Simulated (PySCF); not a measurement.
**Single-point calculation of CoCl2**

- system: CoCl2, multiplicity 4
- method: UKS-based PBE, Co def2-SVP, Cl def2-SVP; non-relativistic Hamiltonian; density fitting (PySCF 2.14.0)

The geometry comes from this level: PBE0.

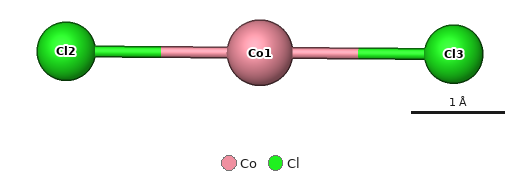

Figure 1. The input geometry (ball-and-stick view, seen on its broad side; atoms are numbered from 1 in the order of the input). Sticks mark near contacts. Bond lengths as drawn: Cl–Co 2.10 Å.

### Summary

| quantity | value |
| --- | --- |
| outcome | converged |
| total energy | −2302.174145 hartree |
| ⟨S²⟩ | 3.756 |
| dipole moment | 0.00 D |
| hardware | 2 threads of Arm Neoverse V2, 24 GiB of memory available, shared host |
| wall time | 4.4 s (CPU time 8.2 s) |
| peak memory | 0.55 GiB |

### Input
```python
from pyscf import gto, scf, dft
mol = gto.M(atom='''
Co     0.000000     0.000000     0.000000
Cl     2.102257     0.000000     0.000000
Cl    -2.102257     0.000000     0.000000''',
    basis={'Co': 'def2-SVP', 'Cl': 'def2-SVP'},
    charge=0, spin=3)
mf = dft.UKS(mol, xc='PBE')
mf.grids.atom_grid = (75, 302)
aux = {'Co': 'def2-universal-JKFIT', 'Cl': 'def2-universal-JKFIT'}
mf = mf.density_fit(auxbasis=aux)
mf.conv_tol = 1e-09
mf.diis_space = 10
mf.max_cycle = 60
mf.verbose = 4
mf.kernel()
```

The script is an equivalent of the set-up of the self-consistent field. The run itself was carried out by a driver, which started from the orbitals of the step before it where there was one and computed the further properties.

Launched with:
```bash
OMP_NUM_THREADS=2 python axn.py task.json out
```

### Output
```
init E= -2302.16377110312
  alpha nocc = 32  HOMO = -0.264743361576187  LUMO = -0.0452224919885929
  beta  nocc = 29  HOMO = -0.255793450359781  LUMO = -0.235683561305312
  HOMO = -0.25579345036  LUMO = -0.235683561305  gap/eV = 0.54722
cycle= 1 E= -2302.13671129871  delta_E= 0.0271  |g|= 0.285  |ddm|= 0.432
  alpha nocc = 32  HOMO = -0.114854812504668  LUMO = 0.0201778413448022
  beta  nocc = 29  HOMO = -0.073019392399722  LUMO = -0.039481234963967
  HOMO = -0.0730193923997  LUMO = -0.039481234964  gap/eV = 0.91262
cycle= 2 E= -2301.50404439579  delta_E= 0.633  |g|= 1.25  |ddm|= 1.27
  alpha nocc = 32  HOMO = -0.262719480827753  LUMO = -0.036666046726447
  beta  nocc = 29  HOMO = -0.221894880898808  LUMO = -0.191932033096245
  HOMO = -0.221894880899  LUMO = -0.191932033096  gap/eV = 0.81533
cycle= 3 E= -2302.15938224684  delta_E= -0.655  |g|= 0.16  |ddm|= 0.983
  alpha nocc = 32  HOMO = -0.261285125340931  LUMO = -0.0373786210874254
  beta  nocc = 29  HOMO = -0.231420507446661  LUMO = -0.205123621260936
  HOMO = -0.231420507447  LUMO = -0.205123621261  gap/eV = 0.71557
cycle= 4 E= -2302.17344156951  delta_E= -0.0141  |g|= 0.0336  |ddm|= 0.223
  alpha nocc = 32  HOMO = -0.264959949685845  LUMO = -0.0382598002666237
  beta  nocc = 29  HOMO = -0.232513480871531  LUMO = -0.206461708272226
  HOMO = -0.232513480872  LUMO = -0.206461708272  gap/eV = 0.70890
cycle= 5 E= -2302.17413778875  delta_E= -0.000696  |g|= 0.00399  |ddm|= 0.0442
  alpha nocc = 32  HOMO = -0.265215293725669  LUMO = -0.0383775530331611
  beta  nocc = 29  HOMO = -0.232522216317608  LUMO = -0.206320202108974
  HOMO = -0.232522216318  LUMO = -0.206320202109  gap/eV = 0.71299
cycle= 6 E= -2302.17414434471  delta_E= -6.56e-06  |g|= 0.00118  |ddm|= 0.00266
  alpha nocc = 32  HOMO = -0.2651494805008  LUMO = -0.0382982208431004
  beta  nocc = 29  HOMO = -0.232385029417461  LUMO = -0.206160443448353
  HOMO = -0.232385029417  LUMO = -0.206160443448  gap/eV = 0.71361
cycle= 7 E= -2302.1741450846  delta_E= -7.4e-07  |g|= 7.14e-05  |ddm|= 0.00112
  alpha nocc = 32  HOMO = -0.265143013001132  LUMO = -0.0382919110289475
  beta  nocc = 29  HOMO = -0.23237073272937  LUMO = -0.206146716244185
  HOMO = -0.232370732729  LUMO = -0.206146716244  gap/eV = 0.71359
cycle= 8 E= -2302.17414508652  delta_E= -1.92e-09  |g|= 4.53e-05  |ddm|= 0.000121
  alpha nocc = 32  HOMO = -0.265149898736958  LUMO = -0.0383000130135711
  beta  nocc = 29  HOMO = -0.23239663649207  LUMO = -0.206180157304393
  HOMO = -0.232396636492  LUMO = -0.206180157304  gap/eV = 0.71339
Extra cycle  E= -2302.17414505496  delta_E= 3.16e-08  |g|= 0.000279  |ddm|= 0.000253
converged SCF energy = -2302.17414505496  <S^2> = 3.7564351  2S+1 = 4.0032163
```

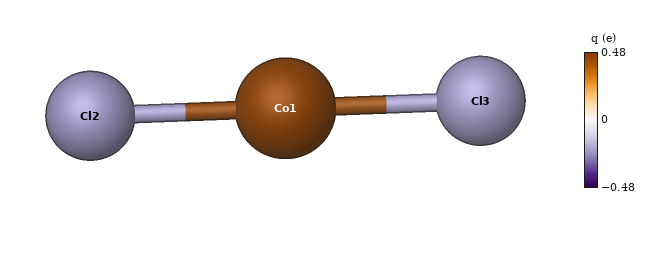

Figure 2. Mulliken charges, as the colour of each atom (ball-and-stick view, seen at a tilt; atoms are numbered from 1 in the order of the input). By element: Co +0.45 and Cl −0.23 e.
